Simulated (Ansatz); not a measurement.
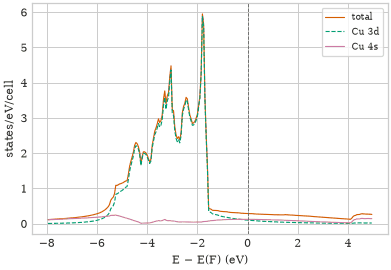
Total and projected density of states of Cu (fcc (Cu type), Fm-3m), the program Ansatz at the r²SCAN level (PAW)

Which orbitals carry the states next to the Fermi level?

Within 0.5 eV of the Fermi level: Cu 4s 42 %, Cu 3d 35 %, outside the projected shells 23 %. Projections are on Löwdin-orthogonalised atomic valence shells; empty p or d shells of many metals are not among them.

Where is the tallest occupied peak in this window, and what makes it?

Near -1.8 eV, about 6.0 states/eV per cell; the largest projected share is Cu 3d.

Symmetry was held in the r²SCAN relaxation. The run is not spin-polarised.

Potentials: the later of the program's two PAW sets.
